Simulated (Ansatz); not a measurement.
Start from AlAs in the zinc blende structure (space group F-43m, No. 216; a = 5.674 Å).

Modification: every lattice vector is shortened by 3.88 %, atoms relaxed at fixed cell.

Computed with PBEsol (Ansatz, an electronic-structure program; PAW; 420 eV plane waves; no spin-orbit coupling), earlier PAW set.

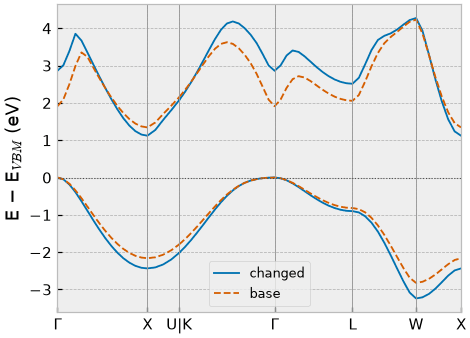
*Highest valence and lowest conduction band along the path, each from its own valence-band maximum*

The gap is 1.12 eV, indirect, Γ → X; the base has 1.34 eV.

The cells carry an imposed strain or load. Whether these cells are dynamically stable was not tested.
